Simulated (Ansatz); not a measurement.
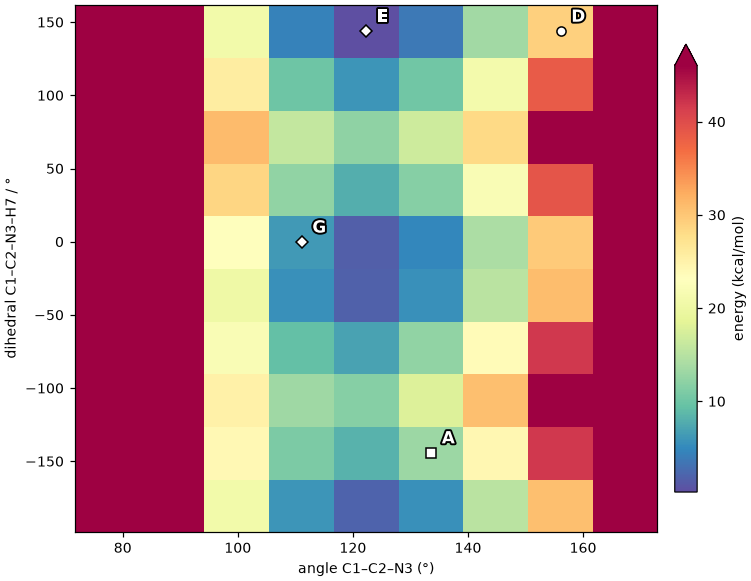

C₂H₅NZn, SMILES C=[C](N)[ZnH]. The first coordinate is: angle C1–C2–N3; the second: dihedral C1–C2–N3–H7. Nothing is relaxed (all other coordinates rigid). The grid has 9 × 10 points. Energies are in kcal/mol, from the relaxed molecule at the same level. Energies and slopes of some neighbouring points disagree (a jump in structure or state, or too coarse a mesh). The calculation used RKS PBE-D4/def2-TZVP in Ansatz 0.2.0.

Drawn: one coloured cell a grid point, one colour for all values above the top of the scale, lettered points.

### Is G the lowest point of the computed grid?

No. G lies 6 kcal/mol above the lowest grid point, which is at angle C1–C2–N3 = 122.3°, dihedral C1–C2–N3–H7 = 144°.

### Rank the lettered points by energy, lowest first.

E (0.27 kcal/mol), G (6 kcal/mol), A (13 kcal/mol), D (29 kcal/mol).
